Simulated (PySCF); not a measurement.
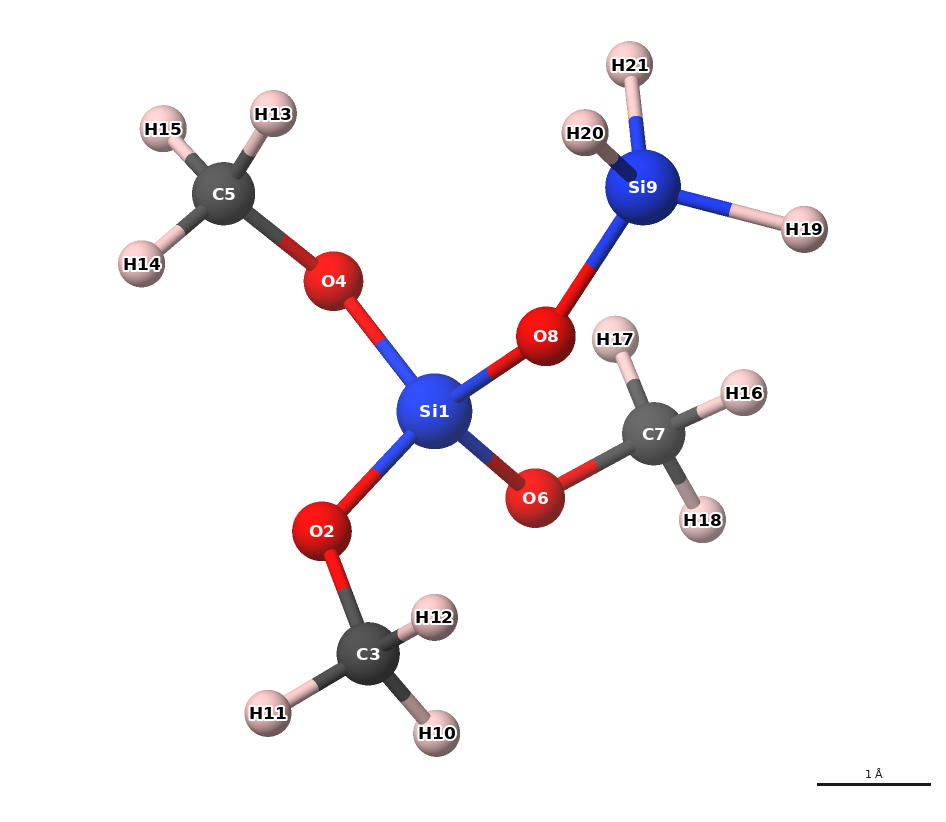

Atoms carry their numbers in the input. The computed structure is the end point of a PBE0-D3(BJ)/def2-SVP optimisation. No frequency run is at hand to confirm it as a minimum.

Estimate the angles Si1–O2–C3, Si1–O4–C5, Si1–O6–C7, O2–Si1–O4, O2–Si1–O6, O2–C3–H10, O2–C3–H11, O4–Si1–O6, O4–C5–H13, O4–C5–H14, O6–C7–H17, O8–Si9–H20.

| angle | degrees |
| --- | --- |
| Si1–O2–C3 | 125.1 |
| Si1–O4–C5 | 125.1 |
| Si1–O6–C7 | 125.1 |
| O2–Si1–O4 | 108.9 |
| O2–Si1–O6 | 109.5 |
| O2–C3–H10 | 111.5 |
| O2–C3–H11 | 108.6 |
| O4–Si1–O6 | 109.1 |
| O4–C5–H13 | 111.8 |
| O4–C5–H14 | 111.7 |
| O6–C7–H17 | 111.7 |
| O8–Si9–H20 | 109.5 |
